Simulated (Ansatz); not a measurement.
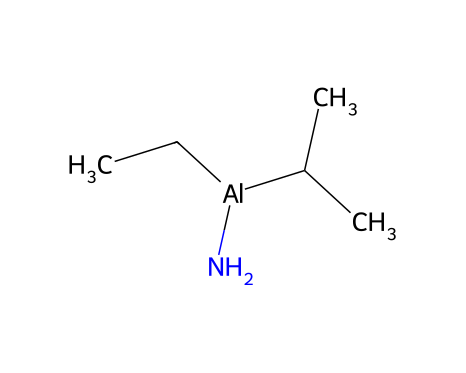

The drawing above gives the connectivity. The geometry was computed by an optimisation with PBE0-D4/def2-TZVP. No frequency run is at hand to confirm it as a minimum.

Describe the 3D structure.

It has 21 atoms: 5 carbon, 14 hydrogen, 1 aluminium and 1 nitrogen (C5H14AlN). Its SMILES string is `C[CH2][Al]([NH2])[CH](C)C`. Coordination: 5 C tetrahedral; 1 Al trigonal planar; 1 N trigonal planar.

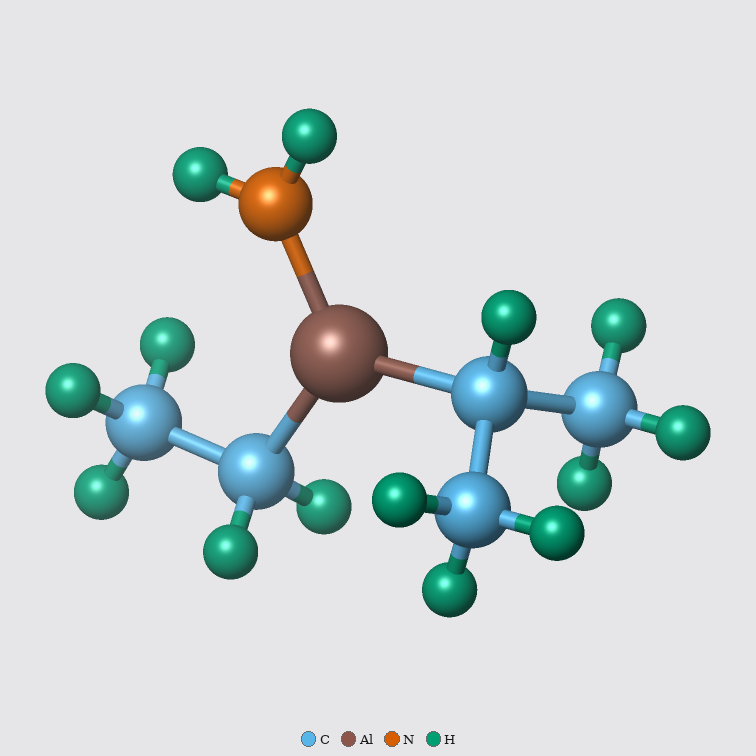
